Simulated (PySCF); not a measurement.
**Run report: C₆H₁₆AlN, geometry relaxation (part 2 of 2)**

The same run, continued: C₆H₁₆AlN (AlMe2(NHtBu)), SMILES [CH3][Al]([CH3])[NH]C(C)(C)C; PBE0-D3(BJ)/def2-SVP geometry optimisation, gas phase (PySCF 2.14.0). It belongs to a series of runs on one base structure; here: one ligand: NMe2 to NHtBu.

Geometry of the input (Å):
```
Al 0.8154  1.1105  0.8179
C  2.7411  1.1851  0.7733
H  3.1334  0.2137  0.9791
H  3.2560  1.9111  1.5048
H  3.1631  1.4900  -0.2156
C  -0.2322  2.9524  0.7736
H  0.3160  3.6742  1.4045
H  -1.2021  2.8751  1.1322
H  -0.2873  3.3966  -0.1600
N  -0.1505  -0.3715  0.8900
C  -0.6907  -1.1048  -0.2683
C  0.5157  -1.4228  -1.2165
C  -1.4350  -2.3567  0.1291
C  -1.7166  -0.1974  -1.0156
H  -0.3549  -0.8933  1.7202
H  0.1467  -1.8633  -2.1253
H  1.0160  -0.4640  -1.5002
H  1.1812  -2.0628  -0.7212
H  -0.6501  -3.0496  0.6920
H  -1.8101  -2.9136  -0.6848
H  -2.2301  -2.1592  0.7950
H  -1.1480  0.6667  -1.3313
H  -2.4876  0.0621  -0.4550
H  -2.0470  -0.6786  -1.9581
```

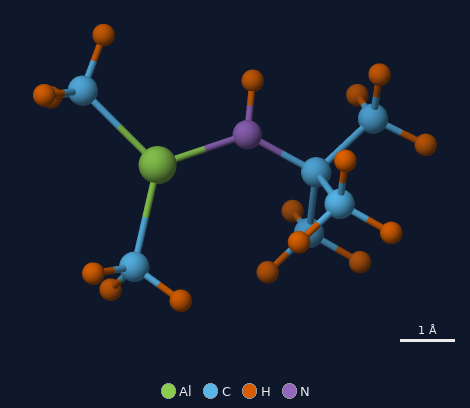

**Figure 1.** The geometry at step 10 of the log (ball-and-stick view, seen at a tilt).

Trajectory as extended XYZ, continued
```
24
Properties=species:S:1:pos:R:3:forces:R:3 step=6 energy=-14551.52698
Al    0.9525    1.1702    0.7620   -0.1296   0.3020   0.1756
C     2.5259    1.1319    1.9378   -0.3032   0.5247  -0.5062
H     2.6977    0.2372    2.5342    0.0387  -0.3066   0.1762
H     2.5815    2.0259    2.5807    0.0885  -0.0627   0.0091
H     3.3380    1.2174    1.1904    0.2094  -0.0087   0.2122
C     0.4490    2.8447   -0.1717    0.1544  -0.2877  -0.1669
H     0.5356    3.7710    0.4141    0.0619  -0.0605   0.2443
H    -0.5582    2.8351   -0.6015   -0.2897  -0.1017  -0.0015
H     1.1164    2.9884   -1.0359    0.1736   0.0013  -0.1060
N     0.1331   -0.4108    0.5884    0.2542   0.2874   0.2372
C    -0.7601   -1.0371   -0.3649   -0.3583  -0.3166  -0.1934
C    -0.1543   -0.9525   -1.7714    0.0533   0.2182   0.0425
C    -0.9385   -2.5187    0.0086    0.4196   0.3077  -0.0972
C    -2.1321   -0.3447   -0.3666    0.0334  -0.1039   0.2734
H     0.4263   -1.0299    1.3411   -0.0872  -0.1868  -0.1750
H    -0.7854   -1.4252   -2.5384   -0.0960   0.0157   0.0112
H     0.0007    0.1051   -2.0565   -0.0347  -0.1180  -0.0059
H     0.8219   -1.4504   -1.7785    0.1724  -0.0589  -0.0366
H     0.0456   -3.0319    0.0054   -0.2758   0.0806   0.0048
H    -1.6041   -3.0230   -0.6948   -0.1089  -0.1642  -0.2339
H    -1.3864   -2.6141    1.0023   -0.0370  -0.0072   0.2776
H    -2.0413    0.7265   -0.5865    0.0653   0.0810  -0.2205
H    -2.5822   -0.4054    0.6299   -0.0522  -0.0779   0.2447
H    -2.8393   -0.8100   -1.0680    0.0479   0.0426  -0.1655
24
Properties=species:S:1:pos:R:3:forces:R:3 step=7 energy=-14551.58578
Al    0.9899    1.1458    0.7088   -0.0343   0.0989   0.3968
C     2.3444    1.2071    2.1293    0.0217   0.3301  -0.5971
H     2.3955    0.3698    2.8304   -0.0551  -0.1743   0.1166
H     2.3264    2.1556    2.6902    0.0404  -0.0434   0.0292
H     3.2787    1.2081    1.5331    0.1536   0.0320   0.2602
C     0.6764    2.6823   -0.4607    0.0280   0.0039  -0.2110
H     0.6675    3.6621    0.0404    0.0104  -0.0332   0.1599
H    -0.2409    2.6162   -1.0607   -0.1739  -0.0490  -0.0002
H     1.4964    2.7337   -1.1969    0.1187  -0.0044  -0.0310
N     0.2133   -0.4515    0.5565    0.2876   0.2338   0.1395
C    -0.7679   -1.0221   -0.3450   -0.1336  -0.3610  -0.1804
C    -0.3289   -0.7848   -1.7966   -0.0300   0.0866   0.0738
C    -0.8759   -2.5322   -0.0952    0.1896   0.2460  -0.0558
C    -2.1393   -0.3762   -0.1178    0.0191  -0.0457   0.1266
H     0.6023   -1.0968    1.2412   -0.2932  -0.1831  -0.1254
H    -1.0414   -1.2083   -2.5196   -0.0662   0.0142  -0.0176
H    -0.2377    0.2966   -1.9950   -0.0157  -0.0672  -0.0347
H     0.6522   -1.2456   -1.9699    0.0992  -0.0359  -0.0221
H     0.1041   -3.0124   -0.2572   -0.0794  -0.0229   0.0173
H    -1.6083   -2.9929   -0.7673   -0.0690  -0.0820  -0.1310
H    -1.2011   -2.7310    0.9341    0.0045  -0.0196   0.1555
H    -2.0836    0.7129   -0.2529   -0.0222   0.0722  -0.1602
H    -2.4684   -0.5450    0.9136   -0.0186  -0.0701   0.2024
H    -2.9113   -0.7921   -0.7828    0.0185   0.0740  -0.1112
24
Properties=species:S:1:pos:R:3:forces:R:3 step=8 energy=-14551.61916
Al    0.9982    1.0903    0.7384    0.1693   0.2482   0.0641
C     2.4838    1.2626    1.9915    0.3258  -0.0273   0.0393
H     2.5848    0.4264    2.7035   -0.0322   0.0170  -0.0184
H     2.5093    2.1992    2.5692   -0.1524   0.0503   0.0440
H     3.4197    1.2820    1.3973   -0.0643  -0.0688   0.0180
C     0.5192    2.5691   -0.4445   -0.0163   0.0211   0.0426
H     0.5463    3.5272    0.1030   -0.0254  -0.0151  -0.0611
H    -0.4734    2.4613   -0.9092    0.0422   0.0737  -0.0262
H     1.2662    2.6445   -1.2533   -0.0257   0.0462  -0.0498
N     0.2166   -0.5008    0.6392    0.1056  -0.2424   0.0326
C    -0.7542   -1.0252   -0.3169   -0.2666   0.3310   0.0620
C    -0.2419   -0.8239   -1.7547   -0.2471  -0.0435   0.3768
C    -0.9812   -2.5046   -0.0522    0.1507  -0.1920  -0.0226
C    -2.0850   -0.2628   -0.1516    0.3365  -0.0994  -0.6646
H     0.4951   -1.1795    1.3443   -0.0873  -0.0346  -0.1361
H    -0.9814   -1.1788   -2.4888    0.0652  -0.0590  -0.0496
H    -0.0833    0.2478   -1.9358    0.1178   0.0390  -0.1018
H     0.7049   -1.3639   -1.8853    0.0714   0.0056  -0.1195
H    -0.0415   -3.0667   -0.1623    0.0908   0.0011  -0.0234
H    -1.7000   -2.9340   -0.7644   -0.1033  -0.0001   0.0552
H    -1.3419   -2.6711    0.9746   -0.1216   0.0119  -0.0118
H    -1.9191    0.8097   -0.3488   -0.0716  -0.0608   0.1523
H    -2.4752   -0.3957    0.8575   -0.1569   0.0179   0.2847
H    -2.8238   -0.6136   -0.8907   -0.1048  -0.0198   0.1132
24
Properties=species:S:1:pos:R:3:forces:R:3 step=9 energy=-14551.65322
Al    1.0156    1.1389    0.7302   -0.0141  -0.0688  -0.0146
C     2.4352    1.2577    2.0766    0.1363  -0.0659  -0.0261
H     2.4766    0.4086    2.7797   -0.0498   0.0393  -0.0257
H     2.4083    2.1869    2.6683   -0.0681   0.0082   0.0092
H     3.4071    1.2716    1.5465   -0.0318   0.0002   0.0238
C     0.6230    2.6530   -0.4496   -0.0281  -0.0371  -0.0628
H     0.6273    3.6071    0.1034   -0.0075  -0.0064  -0.0065
H    -0.3391    2.5726   -0.9826    0.0408   0.0178   0.0263
H     1.4145    2.7335   -1.2180   -0.0417   0.0116   0.0249
N     0.2185   -0.4587    0.5689    0.0944   0.0117   0.0084
C    -0.7696   -1.0254   -0.3487   -0.0282   0.1294  -0.0214
C    -0.3170   -0.8244   -1.8008   -0.0230  -0.0309   0.0478
C    -0.9090   -2.5194   -0.0697   -0.0194  -0.0849   0.0200
C    -2.1293   -0.3441   -0.1406    0.0388   0.0193  -0.0897
H     0.5192   -1.1479    1.2519   -0.0049  -0.0057   0.0288
H    -1.0515   -1.2379   -2.5103    0.0208  -0.0059  -0.0049
H    -0.2015    0.2458   -2.0267    0.0167   0.0491  -0.0082
H     0.6537   -1.3163   -1.9705   -0.0264   0.0060   0.0022
H     0.0552   -3.0334   -0.2109    0.0117   0.0078  -0.0049
H    -1.6435   -2.9859   -0.7459    0.0210   0.0224   0.0528
H    -1.2402   -2.6899    0.9690   -0.0092  -0.0061  -0.0527
H    -2.0448    0.7387   -0.3271   -0.0110  -0.0127   0.0351
H    -2.4726   -0.4895    0.8945   -0.0136   0.0153   0.0043
H    -2.8938   -0.7422   -0.8278   -0.0036  -0.0136   0.0337
24
Properties=species:S:1:pos:R:3:forces:R:3 step=10 energy=-14551.65899
Al    1.0347    1.1215    0.7148   -0.0093  -0.0751   0.0171
C     2.4355    1.2603    2.0788    0.0686   0.0044  -0.0356
H     2.4591    0.4202    2.7917   -0.0404   0.0058  -0.0108
H     2.3776    2.1954    2.6607   -0.0219  -0.0084  -0.0064
H     3.4185    1.2745    1.5729    0.0001   0.0195   0.0279
C     0.6212    2.6097   -0.4927    0.0008  -0.0158  -0.0282
H     0.6106    3.5733    0.0426    0.0006   0.0083   0.0081
H    -0.3390    2.5092   -1.0235    0.0123   0.0022   0.0213
H     1.4090    2.6913   -1.2638   -0.0190   0.0062   0.0130
N     0.2424   -0.4793    0.5770    0.0438   0.0705  -0.0268
C    -0.7648   -1.0170   -0.3373    0.0148  -0.0147   0.0142
C    -0.3219   -0.7994   -1.7880    0.0191   0.0099  -0.0520
C    -0.9183   -2.5163   -0.0804   -0.0268  -0.0069   0.0025
C    -2.1135   -0.3241   -0.1070   -0.0226   0.0079   0.0481
H     0.5413   -1.1728    1.2562   -0.0345  -0.0083   0.0139
H    -1.0634   -1.1947   -2.5004   -0.0030   0.0030   0.0002
H    -0.1903    0.2732   -2.0030   -0.0126  -0.0220   0.0148
H     0.6406   -1.3010   -1.9741   -0.0162  -0.0026   0.0161
H     0.0394   -3.0372   -0.2399   -0.0030   0.0050   0.0011
H    -1.6667   -2.9631   -0.7532    0.0170   0.0089   0.0092
H    -1.2452   -2.7003    0.9566    0.0111   0.0013  -0.0164
H    -2.0230    0.7608   -0.2733    0.0021   0.0032  -0.0026
H    -2.4485   -0.4790    0.9311    0.0105   0.0068  -0.0316
H    -2.8931   -0.7057   -0.7860    0.0082  -0.0092   0.0027
24
Properties=species:S:1:pos:R:3:forces:R:3 step=11 energy=-14551.66151
Al    1.0500    1.1137    0.7040   -0.0020  -0.0182  -0.0045
C     2.4412    1.2656    2.0751    0.0244   0.0041  -0.0090
H     2.4519    0.4243    2.7863   -0.0106  -0.0086   0.0000
H     2.3562    2.1968    2.6597   -0.0098   0.0008  -0.0073
H     3.4348    1.2925    1.5930    0.0068   0.0132   0.0152
C     0.6171    2.5994   -0.4998    0.0142   0.0004   0.0102
H     0.6011    3.5601    0.0413    0.0034   0.0046   0.0031
H    -0.3468    2.4930   -1.0209   -0.0071  -0.0041   0.0026
H     1.3968    2.6939   -1.2764   -0.0045   0.0066  -0.0058
N     0.2566   -0.4843    0.5695    0.0081   0.0011  -0.0329
C    -0.7603   -1.0158   -0.3383   -0.0008  -0.0205   0.0278
C    -0.3262   -0.8061   -1.7927    0.0184   0.0113  -0.0343
C    -0.9220   -2.5138   -0.0771   -0.0088   0.0086  -0.0056
C    -2.1026   -0.3133   -0.0997   -0.0245   0.0004   0.0359
H     0.5429   -1.1791    1.2529   -0.0122   0.0086   0.0139
H    -1.0752   -1.1974   -2.4993   -0.0059   0.0031   0.0067
H    -0.1870    0.2643   -2.0112   -0.0073  -0.0106   0.0080
H     0.6302   -1.3171   -1.9822   -0.0017  -0.0020   0.0068
H     0.0316   -3.0401   -0.2424   -0.0018   0.0003   0.0018
H    -1.6773   -2.9570   -0.7433    0.0013  -0.0006  -0.0092
H    -1.2430   -2.6945    0.9616    0.0064   0.0018   0.0066
H    -2.0077    0.7703   -0.2710    0.0034   0.0028  -0.0071
H    -2.4308   -0.4616    0.9412    0.0110   0.0011  -0.0203
H    -2.8892   -0.6944   -0.7705   -0.0005  -0.0041  -0.0024
24
Properties=species:S:1:pos:R:3:forces:R:3 step=12 energy=-14551.66245
Al    1.0664    1.1069    0.6904    0.0049   0.0223  -0.0154
C     2.4423    1.2718    2.0759   -0.0128  -0.0133   0.0061
H     2.4410    0.4288    2.7854    0.0133  -0.0054   0.0027
H     2.3262    2.1994    2.6612   -0.0034   0.0047  -0.0038
H     3.4478    1.3148    1.6221    0.0050   0.0051   0.0022
C     0.6248    2.5947   -0.5082    0.0150   0.0053   0.0191
H     0.6047    3.5517    0.0399    0.0033  -0.0022   0.0003
H    -0.3415    2.4854   -1.0241   -0.0106  -0.0038  -0.0045
H     1.3992    2.7010   -1.2880    0.0007   0.0025  -0.0108
N     0.2700   -0.4888    0.5574   -0.0146  -0.0323  -0.0222
C    -0.7581   -1.0171   -0.3402   -0.0008  -0.0094   0.0170
C    -0.3363   -0.8113   -1.7991    0.0051   0.0044  -0.0052
C    -0.9236   -2.5141   -0.0762    0.0046   0.0097  -0.0066
C    -2.0959   -0.3094   -0.0897   -0.0095  -0.0021   0.0108
H     0.5467   -1.1816    1.2469    0.0013   0.0146   0.0148
H    -1.0947   -1.1997   -2.4972   -0.0038   0.0030   0.0020
H    -0.1943    0.2580   -2.0191   -0.0013   0.0007  -0.0001
H     0.6153   -1.3282   -1.9955    0.0026   0.0001  -0.0008
H     0.0267   -3.0437   -0.2495   -0.0006  -0.0023   0.0021
H    -1.6860   -2.9548   -0.7356   -0.0035  -0.0024  -0.0079
H    -1.2353   -2.6929    0.9656    0.0012  -0.0001   0.0091
H    -1.9997    0.7732   -0.2667    0.0006   0.0002  -0.0057
H    -2.4128   -0.4530    0.9547    0.0041  -0.0004  -0.0021
H    -2.8905   -0.6918   -0.7504   -0.0007   0.0010  -0.0008
24
Properties=species:S:1:pos:R:3:forces:R:3 step=13 energy=-14551.66265
Al    1.0732    1.1052    0.6834    0.0035   0.0180  -0.0097
C     2.4416    1.2714    2.0769   -0.0192  -0.0135   0.0034
H     2.4389    0.4266    2.7845    0.0142  -0.0010   0.0011
H     2.3121    2.1970    2.6628   -0.0002   0.0018   0.0006
H     3.4513    1.3235    1.6338    0.0027   0.0034  -0.0022
C     0.6316    2.5956   -0.5118    0.0120   0.0048   0.0055
H     0.6124    3.5510    0.0393    0.0025  -0.0025   0.0009
H    -0.3362    2.4872   -1.0254   -0.0060  -0.0022  -0.0009
H     1.4033    2.7052   -1.2940   -0.0002  -0.0001  -0.0063
N     0.2740   -0.4895    0.5512   -0.0078  -0.0236  -0.0096
C    -0.7583   -1.0181   -0.3409    0.0008  -0.0025   0.0044
C    -0.3428   -0.8120   -1.8018   -0.0015   0.0025   0.0072
C    -0.9226   -2.5149   -0.0762    0.0066   0.0058  -0.0062
C    -2.0951   -0.3103   -0.0848   -0.0020  -0.0033   0.0015
H     0.5474   -1.1784    1.2459   -0.0001   0.0105   0.0112
H    -1.1049   -1.1996   -2.4962   -0.0018   0.0020  -0.0001
H    -0.2016    0.2574   -2.0217    0.0007   0.0024  -0.0021
H     0.6077   -1.3292   -2.0025    0.0021   0.0003  -0.0029
H     0.0269   -3.0447   -0.2531    0.0001  -0.0012   0.0014
H    -1.6875   -2.9555   -0.7329   -0.0030  -0.0022  -0.0030
H    -1.2299   -2.6936    0.9671   -0.0011  -0.0006   0.0049
H    -2.0001    0.7719   -0.2647   -0.0004  -0.0005  -0.0037
H    -2.4060   -0.4521    0.9615    0.0000  -0.0001   0.0053
H    -2.8930   -0.6945   -0.7404   -0.0020   0.0017  -0.0005
24
Properties=species:S:1:pos:R:3:forces:R:3 step=14 energy=-14551.66282
Al    1.0817    1.1028    0.6739    0.0010   0.0031  -0.0002
C     2.4405    1.2683    2.0773   -0.0139  -0.0054  -0.0006
H     2.4407    0.4209    2.7818    0.0080   0.0026  -0.0023
H     2.2955    2.1907    2.6650    0.0023  -0.0032   0.0063
H     3.4542    1.3339    1.6451   -0.0018   0.0022  -0.0072
C     0.6454    2.5963   -0.5192    0.0054   0.0006  -0.0132
H     0.6317    3.5505    0.0341    0.0015  -0.0015   0.0010
H    -0.3257    2.4917   -1.0282    0.0017   0.0016   0.0052
H     1.4127    2.7056   -1.3059   -0.0024  -0.0036   0.0021
N     0.2765   -0.4898    0.5451    0.0062   0.0003   0.0067
C    -0.7603   -1.0190   -0.3404    0.0002   0.0057  -0.0111
C    -0.3535   -0.8086   -1.8033   -0.0082   0.0026   0.0146
C    -0.9207   -2.5163   -0.0777    0.0075  -0.0039  -0.0037
C    -2.0972   -0.3136   -0.0757    0.0069  -0.0050  -0.0083
H     0.5444   -1.1716    1.2490   -0.0072   0.0009   0.0050
H    -1.1201   -1.1942   -2.4938    0.0009  -0.0001  -0.0020
H    -0.2149    0.2617   -2.0204    0.0025   0.0018  -0.0036
H     0.5964   -1.3243   -2.0111    0.0001  -0.0005  -0.0038
H     0.0289   -3.0443   -0.2597    0.0009   0.0011   0.0004
H    -1.6878   -2.9572   -0.7319   -0.0011  -0.0001   0.0040
H    -1.2222   -2.6974    0.9670   -0.0035  -0.0011  -0.0019
H    -2.0051    0.7684   -0.2587   -0.0012   0.0001   0.0010
H    -2.3998   -0.4546    0.9729   -0.0040   0.0009   0.0099
H    -2.8989   -0.7003   -0.7253   -0.0020   0.0007   0.0017
```

Summary

- outcome: converged
- total energy: −534.763750 hartree
- dipole moment: 0.64 D
- point group: C1
- hardware: 2 CPU threads, shared host
- wall time: 4.2 min (CPU time 10 min)
- peak memory: 0.95 GiB
